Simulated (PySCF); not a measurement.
**C8H12: a tour of settings**

Which settings matter for C8H12 (`C=CC(=C=CC)CC`)?

The runs use PySCF 2.14.0, with density-fitted response routines of our own; the level of theory stands in each step. All values are computed, except where a source is named. Atoms count from 0, in the outputs and in this text.

### 1 Starting geometry

20 atoms, charge 0, multiplicity 1; geometry from: GFN2-xTB.

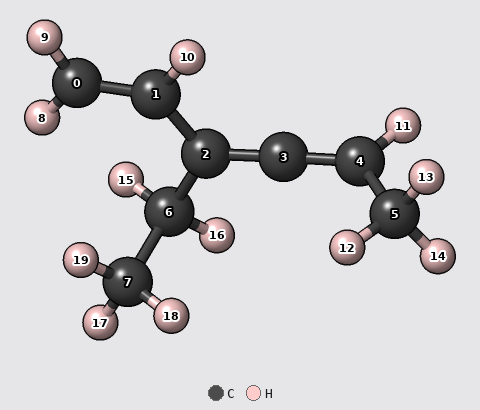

As it starts; carbon dark grey, hydrogen pink, atoms numbered.

### 2 NMR shieldings: PBE0/pcSseg-1

The job: settings as JSON, then the geometry in Å.

```
{"job": {"kind": "nmr", "xc": "PBE0", "basis": "pcSseg-1"}, "charge": 0, "multiplicity": 1}
C     -1.219011     1.783337     1.787179
C     -0.163497     1.396241     1.080330
C     -0.190075     0.611132    -0.147191
C      0.935325     0.326955    -0.757150
C      2.045562     0.024655    -1.352320
C      2.844518    -1.213798    -1.067457
C     -1.502030     0.109313    -0.702908
C     -1.972240    -1.139517     0.042514
H     -2.230658     1.544789     1.507430
H     -1.104658     2.367020     2.684739
H      0.830035     1.673004     1.411645
H      2.457824     0.684666    -2.107779
H      2.360699    -1.815631    -0.302384
H      3.843202    -0.944129    -0.724693
H      2.948613    -1.808360    -1.974844
H     -2.254123     0.896204    -0.623310
H     -1.373532    -0.129914    -1.760565
H     -2.927869    -1.478278    -0.352366
H     -1.246530    -1.941816    -0.073828
H     -2.086704    -0.935196     1.104468
```

Method: GIAO PBE0/pcSseg-1 NMR shielding, non-relativistic, gas phase.

Launch:

```
OMP_NUM_THREADS=1 python probes_run.py task.json out
```

The driver reads the jobs from task.json and runs them one after another.

Standard output:

```text
coarse grid: 16128 points
cycle   1  E = -311.4710264495  dE =  9.171e-01  |g| = 4.257e-01  |ddm| = 4.106e+00
cycle   2  E = -311.4755723512  dE = -4.546e-03  |g| = 4.218e-01  |ddm| = 8.504e-01
cycle   3  E = -311.5227119860  dE = -4.714e-02  |g| = 3.842e-02  |ddm| = 4.119e-01
cycle   4  E = -311.5228606600  dE = -1.487e-04  |g| = 2.887e-02  |ddm| = 7.136e-02
cycle   5  E = -311.5230705427  dE = -2.099e-04  |g| = 8.376e-03  |ddm| = 3.432e-02
cycle   6  E = -311.5230879100  dE = -1.737e-05  |g| = 1.821e-03  |ddm| = 9.414e-03
cycle   7  E = -311.5230886987  dE = -7.887e-07  |g| = 3.374e-04  |ddm| = 2.069e-03
final grid: 154128 points
cycle   8  E = -311.5735318935  dE = -5.235e-05  |g| = 8.749e-03  |ddm| = 6.533e-02
cycle   9  E = -311.5735300681  dE =  1.825e-06  |g| = 9.239e-03  |ddm| = 1.758e-02
cycle  10  E = -311.5735520368  dE = -2.197e-05  |g| = 1.134e-03  |ddm| = 8.846e-03
cycle  11  E = -311.5735523385  dE = -3.016e-07  |g| = 3.292e-04  |ddm| = 1.387e-03
cycle  12  E = -311.5735523640  dE = -2.548e-08  |g| = 9.556e-05  |ddm| = 3.619e-04
cycle  13  E = -311.5735523662  dE = -2.203e-09  |g| = 2.581e-05  |ddm| = 1.283e-04
cycle  14  E = -311.5735523663  dE = -1.594e-10  |g| = 7.928e-06  |ddm| = 3.089e-05
converged SCF energy = -311.5735523663

GIAO shielding tensors (ppm)
atom      isotropic    diamagn.    paramagn.     s11        s22        s33       span
  0 C       70.096     255.714    -185.619    -36.073     74.191    172.169    208.242
  1 C       44.403     251.522    -207.119    -71.216     53.943    150.482    221.698
  2 C       74.464     263.742    -189.278     -0.228     68.552    155.068    155.296
  3 C      -35.210     260.645    -295.855    -60.080    -38.834     -6.716     53.364
  4 C       96.092     263.740    -167.649     13.993    111.871    162.411    148.418
  5 C      168.388     249.652     -81.264    160.431    160.972    183.761     23.330
  6 C      159.491     246.674     -87.183    149.173    159.771    169.528     20.355
  7 C      169.589     248.368     -78.779    153.138    169.247    186.382     33.244
  8 H       26.409      33.064      -6.655     23.451     24.945     30.829      7.378
  9 H       26.384      28.936      -2.553     24.238     25.185     29.727      5.489
 10 H       25.195      32.720      -7.525     22.995     24.142     28.447      5.452
 11 H       26.223      31.620      -5.397     23.094     27.638     27.938      4.845
 12 H       30.000      32.049      -2.049     26.215     29.713     34.071      7.856
 13 H       29.824      28.690       1.134     25.747     27.518     36.207     10.460
 14 H       29.843      28.846       0.997     25.966     27.520     36.042     10.077
 15 H       29.332      31.895      -2.563     26.231     27.668     34.098      7.867
 16 H       29.490      31.874      -2.384     25.129     28.404     34.936      9.808
 17 H       30.582      29.039       1.543     26.401     27.473     37.872     11.471
 18 H       30.766      31.571      -0.805     26.449     29.648     36.202      9.753
 19 H       30.214      31.652      -1.438     25.461     30.294     34.886      9.425
```

Run time: 49 s. Hardware: 1 thread of Arm Neoverse N1, shared host; peak memory 0.79 GiB.

Shifts follow as δ = σ(reference) − σ, with reference shieldings (ppm) from runs at the same level and on the same kind of geometry: ¹H TMS 31.72, ¹³C TMS 186.9. The references are single molecules in the gas phase. Atoms listed in one row are averaged.

```csv
atoms,environment,σ (ppm),δ (ppm),δ scaled to CDCl3
C3,central carbon of an allene,-35.2,222.1,214.9
C1,alkene CH,44.4,142.5,137.2
C0,terminal =CH2 carbon,70.1,116.8,112.1
C2,terminal carbon of a cumulated C=C=C unit,74.5,112.5,107.8
C4,terminal carbon of a cumulated C=C=C unit,96.1,90.8,86.7
C6,allylic sp3 CH2,159.5,27.4,24.9
C5,allylic methyl carbon,168.4,18.5,16.2
C7,methyl carbon,169.6,17.3,15.0
H10,hydrogen on an alkene CH,25.19,6.52,6.25
H11,hydrogen on a terminal carbon of a cumulated C=C=C unit,26.22,5.49,5.28
H9,hydrogen on a terminal =CH2 carbon,26.38,5.33,5.13
H8,hydrogen on a terminal =CH2 carbon,26.41,5.31,5.11
"H15, H16",hydrogen on an allylic sp3 CH2,29.41,2.31,2.28
"H12, H13, H14",hydrogen on an allylic methyl carbon,29.89,1.83,1.83
"H17, H18, H19",hydrogen on a methyl carbon,30.52,1.20,1.23
```

The scaled column applies a straight-line fit of computed shieldings to shifts measured in CDCl3 (root-mean-square error 0.16 ppm for H, 1.9 ppm for C).

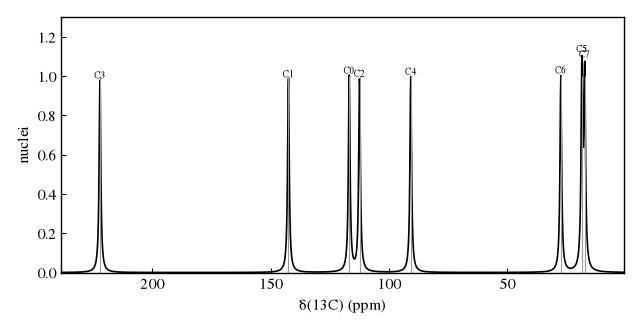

¹³C lines at the computed shifts, without couplings. Lines are broadened to a width of 0.82 ppm (Lorentzian).

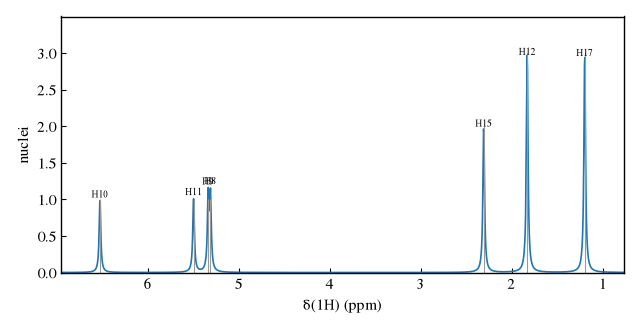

¹H lines at the computed shifts, without couplings. Lines are broadened to a width of 0.02 ppm (Lorentzian).

Charges from the same density, by scheme (e):

```csv
atoms,Mulliken,IAO,Hirshfeld,ESP fit
C0,-0.15,-0.33,-0.11,-0.53
C1,-0.10,-0.13,-0.04,-0.04
C2,-0.39,-0.04,-0.01,-0.04
C3,0.16,0.00,0.00,-0.27
C4,-0.28,-0.18,-0.06,0.06
C5,-0.22,-0.42,-0.11,-0.23
C6,-0.16,-0.25,-0.06,0.24
C7,-0.27,-0.41,-0.12,-0.22
```

ESP fit charges:

C0 -0.53; C1 -0.04; C2 -0.04; C3 -0.27; C4 0.06; C5 -0.23; C6 0.24; C7 -0.22; H8 0.22; H9 0.19; H10 0.14; H11 0.08; H12 0.11; H13 0.07; H14 0.07; H15 -0.03; H16 -0.01; H17 0.04; H18 0.07; H19 0.06

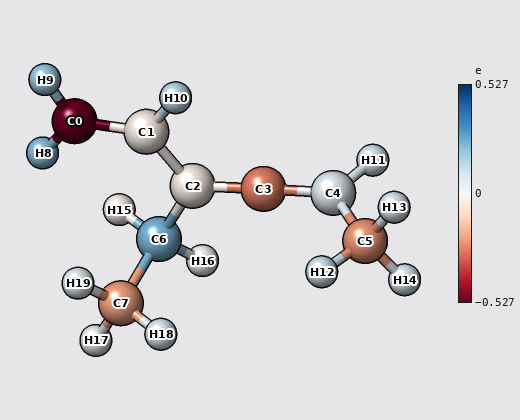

ESP fit charges, as colours on the atoms.

Mayer bond orders: C0–C1 1.92, C1–C2 1.12, C2–C3 1.74, C3–C4 1.94, C4–C5 1.06, C2–C6 1.06, C6–C7 1.04.

### 3 Ultraviolet spectrum: PBE0/def2-SVPD

The job, as its differences from that of step 2:

```diff
@@ -1,2 +1,2 @@
-{"job": {"kind": "nmr", "xc": "PBE0", "basis": "pcSseg-1"}, "charge": 0, "multiplicity": 1}
+{"job": {"kind": "uv", "xc": "PBE0", "basis": "def2-SVPD", "nstates": 6, "ntriplets": 2}, "charge": 0, "multiplicity": 1}
 C     -1.219011     1.783337     1.787179
```

Level: TDDFT PBE0/def2-SVPD, vertical, gas phase, core orbitals frozen in the response.

Standard output:

```text
coarse grid: 16128 points
cycle   1  E = -311.3056031902  dE =  8.412e-01  |g| = 4.066e-01  |ddm| = 1.163e+01
cycle   2  E = -311.3091665820  dE = -3.563e-03  |g| = 4.054e-01  |ddm| = 2.150e+00
cycle   3  E = -311.3542243918  dE = -4.506e-02  |g| = 3.921e-02  |ddm| = 9.288e-01
cycle   4  E = -311.3543729378  dE = -1.485e-04  |g| = 3.090e-02  |ddm| = 2.067e-01
cycle   5  E = -311.3546212719  dE = -2.483e-04  |g| = 8.225e-03  |ddm| = 8.188e-02
cycle   6  E = -311.3546386386  dE = -1.737e-05  |g| = 1.619e-03  |ddm| = 2.557e-02
cycle   7  E = -311.3546392918  dE = -6.532e-07  |g| = 3.378e-04  |ddm| = 5.355e-03
final grid: 154128 points
cycle   8  E = -311.4043527785  dE = -6.002e-05  |g| = 8.397e-03  |ddm| = 2.064e-01
cycle   9  E = -311.4043509685  dE =  1.810e-06  |g| = 8.869e-03  |ddm| = 4.410e-02
cycle  10  E = -311.4043720392  dE = -2.107e-05  |g| = 1.131e-03  |ddm| = 2.237e-02
cycle  11  E = -311.4043723439  dE = -3.048e-07  |g| = 3.468e-04  |ddm| = 3.430e-03
cycle  12  E = -311.4043723728  dE = -2.882e-08  |g| = 1.013e-04  |ddm| = 1.040e-03
cycle  13  E = -311.4043723753  dE = -2.538e-09  |g| = 3.166e-05  |ddm| = 3.882e-04
cycle  14  E = -311.4043723755  dE = -2.511e-10  |g| = 9.489e-06  |ddm| = 9.891e-05
converged SCF energy = -311.4043723755

Static polarisability (au): isotropic 106.357, principal 74.262 87.116 157.692

Singlet excitations
state   eV       nm        f      main configurations
  1   5.1689    239.9   0.00128   H-1->L 0.93
  2   5.5889    221.8   0.67621   H->L 0.94
  3   5.6305    220.2   0.00576   H->L+1 0.70, H->L+2 0.19
  4   6.2434    198.6   0.02104   H->L+2 0.70, H->L+1 0.21
  5   6.6123    187.5   0.00998   H->L+3 0.87
  6   6.9175    179.2   0.02117   H-1->L+2 0.56, H-1->L+1 0.34

Triplet excitations (Tamm-Dancoff, eV): 3.2938 4.7817
```

Wall time 84 s (1 thread of Arm Neoverse N1, shared host); peak memory 0.98 GiB.

Frontier orbitals and where they lie:

```csv
orbital,eV,atoms
HOMO−3,-9.49,"C6 18 %, C7 14 %, C1 12 %"
HOMO−2,-8.74,"C1 27 %, C0 18 %, C2 17 %"
HOMO−1,-7.29,"C4 35 %, C3 32 %, C5 8 %"
HOMO,-6.46,"C3 23 %, C0 22 %, C2 20 %"
LUMO,-0.58,"C0 23 %, C3 20 %, C1 17 %"
LUMO+1,0.63,"C4 20 %, C3 19 %, C6 8 %"
LUMO+2,0.86,"C4 20 %, C3 17 %, C5 15 %"
```

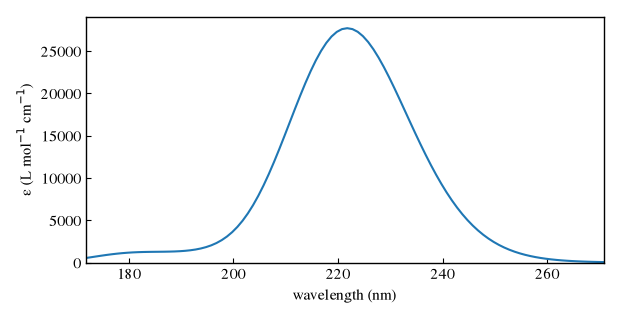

Absorption spectrum: each of the 6 states is a Gaussian band of 0.4 eV half-width at 1/e. Beyond the last state computed it falls off for lack of states.

Ground-state properties from the same run:

```csv
property,computed
dipole moment (D),0.66
polarisability (Å³),15.76
HOMO–LUMO gap (eV),5.88
−ε(HOMO) (eV),6.46
```

### 4 Ultraviolet spectrum: PBE0/def2-SVPD

The job, as its differences from that of step 3:

```diff
@@ -1,2 +1,2 @@
-{"job": {"kind": "uv", "xc": "PBE0", "basis": "def2-SVPD", "nstates": 6, "ntriplets": 2}, "charge": 0, "multiplicity": 1}
+{"job": {"kind": "uv", "xc": "PBE0", "basis": "def2-SVPD", "nstates": 3, "ntriplets": 5, "tda": true}, "charge": 0, "multiplicity": 1}
 C     -1.219011     1.783337     1.787179
```

Level: TDA PBE0/def2-SVPD, vertical, gas phase, core orbitals frozen in the response.

Standard output:

```text
coarse grid: 16128 points
cycle   1  E = -311.3056031902  dE =  8.412e-01  |g| = 4.066e-01  |ddm| = 1.163e+01
cycle   2  E = -311.3091665820  dE = -3.563e-03  |g| = 4.054e-01  |ddm| = 2.150e+00
cycle   3  E = -311.3542243918  dE = -4.506e-02  |g| = 3.921e-02  |ddm| = 9.288e-01
cycle   4  E = -311.3543729378  dE = -1.485e-04  |g| = 3.090e-02  |ddm| = 2.067e-01
cycle   5  E = -311.3546212719  dE = -2.483e-04  |g| = 8.225e-03  |ddm| = 8.188e-02
cycle   6  E = -311.3546386386  dE = -1.737e-05  |g| = 1.619e-03  |ddm| = 2.557e-02
cycle   7  E = -311.3546392918  dE = -6.532e-07  |g| = 3.378e-04  |ddm| = 5.355e-03
final grid: 154128 points
cycle   8  E = -311.4043527785  dE = -6.002e-05  |g| = 8.397e-03  |ddm| = 2.064e-01
cycle   9  E = -311.4043509685  dE =  1.810e-06  |g| = 8.869e-03  |ddm| = 4.410e-02
cycle  10  E = -311.4043720392  dE = -2.107e-05  |g| = 1.131e-03  |ddm| = 2.237e-02
cycle  11  E = -311.4043723439  dE = -3.048e-07  |g| = 3.468e-04  |ddm| = 3.430e-03
cycle  12  E = -311.4043723728  dE = -2.882e-08  |g| = 1.013e-04  |ddm| = 1.040e-03
cycle  13  E = -311.4043723753  dE = -2.538e-09  |g| = 3.166e-05  |ddm| = 3.882e-04
cycle  14  E = -311.4043723755  dE = -2.511e-10  |g| = 9.489e-06  |ddm| = 9.891e-05
converged SCF energy = -311.4043723755

Static polarisability (au): isotropic 106.357, principal 74.262 87.116 157.692

Singlet excitations
state   eV       nm        f      main configurations
  1   5.1776    239.5   0.00083   H-1->L 0.92
  2   5.6440    219.7   0.00049   H->L+1 0.71, H->L+2 0.18
  3   5.9062    209.9   0.83265   H->L 0.82, H->L+2 0.09

Triplet excitations (Tamm-Dancoff, eV): 3.2938 4.7817 4.8580 5.1661 5.3104
```

Run time: 69 s. Hardware: 1 thread of Arm Neoverse N1, shared host; peak memory 1 GiB.

In short: HOMO -6.46 eV, LUMO -0.58 eV; lowest singlet 5.18 eV.

### 5 Ultraviolet spectrum: wB97X/def2-SVPD

The job, as its differences from that of step 4:

```diff
@@ -1,2 +1,2 @@
-{"job": {"kind": "uv", "xc": "PBE0", "basis": "def2-SVPD", "nstates": 3, "ntriplets": 5, "tda": true}, "charge": 0, "multiplicity": 1}
+{"job": {"kind": "uv", "xc": "wB97X", "basis": "def2-SVPD", "nstates": 12, "ntriplets": 0, "tda": true}, "charge": 0, "multiplicity": 1}
 C     -1.219011     1.783337     1.787179
```

Level: TDA wB97X/def2-SVPD, vertical, gas phase, core orbitals frozen in the response.

Standard output:

```text
coarse grid: 16128 points
cycle   1  E = -311.6192998043  dE =  1.280e+00  |g| = 2.594e-01  |ddm| = 1.044e+01
cycle   2  E = -311.6427122333  dE = -2.341e-02  |g| = 1.060e-01  |ddm| = 1.236e+00
cycle   3  E = -311.6455862342  dE = -2.874e-03  |g| = 4.498e-02  |ddm| = 3.953e-01
cycle   4  E = -311.6461655871  dE = -5.794e-04  |g| = 1.143e-02  |ddm| = 1.444e-01
cycle   5  E = -311.6462037786  dE = -3.819e-05  |g| = 3.297e-03  |ddm| = 3.758e-02
cycle   6  E = -311.6462088248  dE = -5.046e-06  |g| = 1.129e-03  |ddm| = 2.178e-02
final grid: 154128 points
cycle   7  E = -311.7023054039  dE = -7.654e-05  |g| = 2.702e-03  |ddm| = 2.984e-01
cycle   8  E = -311.7023071439  dE = -1.740e-06  |g| = 1.321e-03  |ddm| = 2.420e-02
cycle   9  E = -311.7023075510  dE = -4.070e-07  |g| = 6.186e-04  |ddm| = 4.630e-03
cycle  10  E = -311.7023076519  dE = -1.009e-07  |g| = 1.437e-04  |ddm| = 2.030e-03
cycle  11  E = -311.7023076581  dE = -6.184e-09  |g| = 3.122e-05  |ddm| = 5.976e-04
cycle  12  E = -311.7023076587  dE = -6.280e-10  |g| = 1.498e-05  |ddm| = 2.073e-04
converged SCF energy = -311.7023076587

Static polarisability (au): isotropic 105.085, principal 74.207 85.907 155.141

Singlet excitations
state   eV       nm        f      main configurations
  1   5.6653    218.8   0.00109   H-1->L 0.80
  2   6.0621    204.5   0.00077   H->L+3 0.34, H->L+2 0.34, H->L+1 0.12
  3   6.2080    199.7   1.09869   H->L 0.93
  4   6.9054    179.5   0.00776   H->L+1 0.67, H->L+2 0.11, H->L+4 0.10
  5   7.5248    164.8   0.02841   H-1->L+1 0.61, H-1->L+2 0.21
  6   7.6070    163.0   0.03059   H->L+3 0.38, H->L+2 0.37
  7   7.8371    158.2   0.04861   H->L+5 0.56, H->L+10 0.12, H->L+4 0.09
  8   7.8913    157.1   0.05847   H-3->L 0.48, H-4->L 0.10, H-6->L 0.08
  9   7.9494    156.0   0.28219   H->L+4 0.18, H-1->L+3 0.17, H-1->L+2 0.15
 10   8.0297    154.4   0.20685   H->L+6 0.31, H-2->L 0.30, H->L+8 0.12
 11   8.1936    151.3   0.03169   H->L+4 0.38, H-2->L 0.20, H->L+6 0.17
 12   8.4327    147.0   0.18154   H-2->L 0.29, H->L+8 0.15, H-1->L+2 0.15
```

It took 87 s on 1 thread of Arm Neoverse N1, shared host; peak memory 1.2 GiB.

In short: HOMO -8.66 eV, LUMO 1.48 eV; lowest singlet 5.67 eV.

### 6 NMR shieldings: PBE0/STO-3G in chloroform

The job, as its differences from that of step 5:

```diff
@@ -1,2 +1,2 @@
-{"job": {"kind": "uv", "xc": "wB97X", "basis": "def2-SVPD", "nstates": 12, "ntriplets": 0, "tda": true}, "charge": 0, "multiplicity": 1}
+{"job": {"kind": "nmr", "xc": "PBE0", "basis": "STO-3G", "solvent": "chloroform", "pop": false, "grid": 3}, "charge": 0, "multiplicity": 1}
 C     -1.219011     1.783337     1.787179
```

With the program's defaults for keys left out, this is: GIAO PBE0/STO-3G NMR shielding, non-relativistic, IEF-PCM chloroform.

Standard output:

```text
coarse grid: 16128 points
cycle   1  E = -307.8809024078  dE =  1.050e+00  |g| = 1.873e-01  |ddm| = 5.728e+00
cycle   2  E = -307.8901903454  dE = -9.288e-03  |g| = 1.123e-01  |ddm| = 4.554e-01
cycle   3  E = -307.8938270245  dE = -3.637e-03  |g| = 3.698e-02  |ddm| = 1.797e-01
cycle   4  E = -307.8941769404  dE = -3.499e-04  |g| = 1.573e-02  |ddm| = 6.161e-02
cycle   5  E = -307.8942506331  dE = -7.369e-05  |g| = 3.118e-03  |ddm| = 2.102e-02
cycle   6  E = -307.8942533690  dE = -2.736e-06  |g| = 1.026e-03  |ddm| = 4.711e-03
final grid: 230640 points
cycle   7  E = -307.8669104332  dE = -1.303e-05  |g| = 3.683e-03  |ddm| = 1.602e-02
cycle   8  E = -307.8669115986  dE = -1.165e-06  |g| = 3.273e-03  |ddm| = 9.404e-03
cycle   9  E = -307.8669147757  dE = -3.177e-06  |g| = 9.690e-04  |ddm| = 4.971e-03
cycle  10  E = -307.8669150570  dE = -2.812e-07  |g| = 1.276e-04  |ddm| = 1.259e-03
cycle  11  E = -307.8669150623  dE = -5.337e-09  |g| = 3.982e-05  |ddm| = 2.195e-04
cycle  12  E = -307.8669150628  dE = -4.798e-10  |g| = 8.430e-06  |ddm| = 6.017e-05
converged SCF energy = -307.8669150628

GIAO shielding tensors (ppm)
atom      isotropic    diamagn.    paramagn.     s11        s22        s33       span
  0 C      134.723     253.020    -118.297     51.183    133.604    219.381    168.199
  1 C      125.644     254.008    -128.364     39.801    127.864    209.268    169.467
  2 C      145.502     256.315    -110.814     86.823    146.096    203.586    116.763
  3 C       59.401     268.430    -209.029     28.250     70.749     79.205     50.955
  4 C      155.997     255.236     -99.238     91.358    167.107    209.527    118.169
  5 C      215.953     244.926     -28.973    208.493    212.606    226.759     18.266
  6 C      208.617     245.542     -36.924    197.614    210.858    217.380     19.766
  7 C      216.400     245.681     -29.281    207.852    211.704    229.645     21.793
  8 H       27.760      32.947      -5.187     25.010     25.784     32.485      7.474
  9 H       27.697      30.148      -2.450     25.507     26.036     31.549      6.042
 10 H       26.892      32.907      -6.016     23.621     27.343     29.711      6.089
 11 H       28.173      31.400      -3.227     24.862     28.514     31.143      6.281
 12 H       31.493      32.874      -1.381     26.195     30.839     37.445     11.249
 13 H       31.517      29.124       2.393     26.952     28.052     39.546     12.595
 14 H       31.529      29.292       2.238     27.117     28.078     39.393     12.276
 15 H       31.065      32.474      -1.409     26.525     28.488     38.181     11.656
 16 H       31.177      32.520      -1.344     25.830     29.189     38.511     12.681
 17 H       31.930      29.902       2.027     26.951     28.034     40.803     13.852
 18 H       32.200      32.930      -0.730     26.569     30.444     39.586     13.017
 19 H       32.088      32.784      -0.695     26.446     31.217     38.602     12.156
```

It took 14 s on 1 thread of Arm Neoverse N1, shared host; peak memory 0.58 GiB.

Key values: σ C3 59.4, C1 125.6, C0 134.7, C2 145.5, H10 26.89, H9 27.70 ppm.

### 7 Run by run: NMR shifts

Isotropic shieldings (ppm) of some atoms, chosen among heavy atoms and hydrogens apart, means over like atoms, with basis size and wall time:

```csv
run,C3,C1,C0,C2,C4,H11,H15,functions,time
PBE0/pcSseg-1,-35.2,44.4,70.1,74.5,96.1,26.22,29.41,196,49 s
PBE0/STO-3G in chloroform,59.4,125.6,134.7,145.5,156.0,28.17,31.12,52,14 s
```

### 8 Outcome

| quantity | value |
| --- | --- |
| ¹³C shifts against TMS (PBE0/pcSseg-1) | 222.1, 142.5, 116.8, 112.5, 90.8, 27.4, 18.5, 17.3 ppm |
| ¹H shifts against TMS (PBE0/pcSseg-1, means over atoms taken as alike) | 6.52, 5.49, 5.33, 5.31, 2.31, 1.83, 1.20 ppm |
| lowest singlet (PBE0/def2-SVPD) | 5.17 eV (240 nm), f = 0.001 |
| brightest single state of those computed | state 2, 5.59 eV, f = 0.676 |
| lowest triplet | 3.29 eV |
| range of the shielding of C3 | -35.2 to 59.4 ppm |
| property runs in this session | 5, of which 0 failed and 1 gave unsound results |

In words: Single values in the summary come from the first sound run of each kind (PBE0/pcSseg-1; PBE0/def2-SVPD), which need not be the best level. C3 (central carbon of an allene) lies farthest downfield among carbon, at 222.1 ppm; the central sp carbon of an allene is among the most deshielded carbons of hydrocarbons. The most deshielded hydrogen is H10 (hydrogen on an alkene CH), at 6.52 ppm: attached to an sp2 carbon and in the plane of the double bond. At PBE0/pcSseg-1: The largest span, 222 ppm, is at C1, where the paramagnetic term is -207 ppm. The lowest singlet, at 5.17 eV, is HOMO−1→LUMO 0.93 and is weak; of the 6 states computed, the strongest absorption comes from state 2 at 5.59 eV. The lowest triplet lies 1.88 eV below the lowest singlet (triplets in Tamm-Dancoff, singlets in full TDDFT). In ppm, C3 moves most: its shielding spreads over 94.6 ppm, from -35.2 (PBE0/pcSseg-1) to 59.4 (PBE0/STO-3G in chloroform). A minimal basis is unusable for shieldings, so that end is no result.
